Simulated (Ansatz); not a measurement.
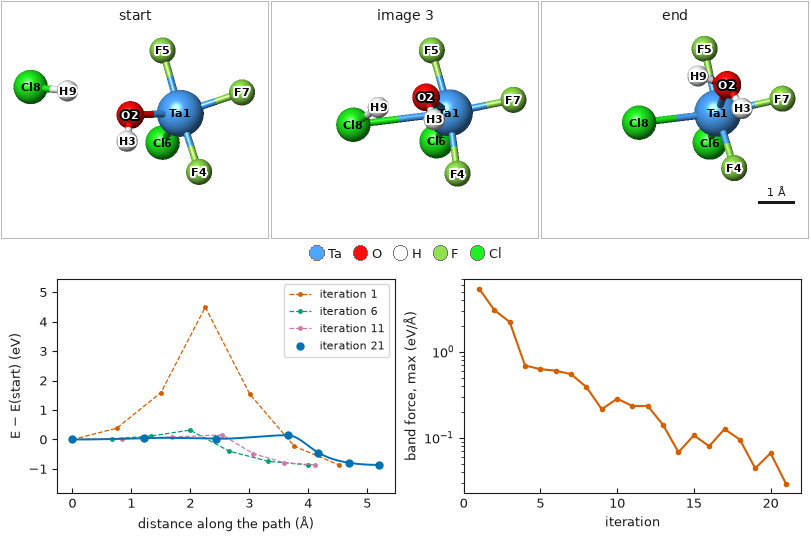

A nudged-elastic-band calculation for TaH2OCl2F3. Images are numbered from 0 (start) to 6 (end). The plot follows the band through its iterations. A ball-and-stick model, seen from a free direction.

Computed with RKS PBE0/def2-SVP in Ansatz 0.2.0. Settings: 5 movable images; climbing image; force threshold 0.03 eV/Å; iteration limit 60; starting path through a guess of the saddle point.

> Judge this run.

The run is converged, with reservations. The band converged in 21 iterations. The largest component of the band force went from 5.4 to 0.029 eV/Å. The climbing image converged on the top of the path. Its vibrational analysis gives one imaginary mode (405i cm⁻¹), as a transition state must have. The first iteration put the highest image at 4.49 eV. Forward barrier 0.14 eV, backward barrier 1.01 eV, with image 3 at the top; the reaction energy is −0.86 eV.
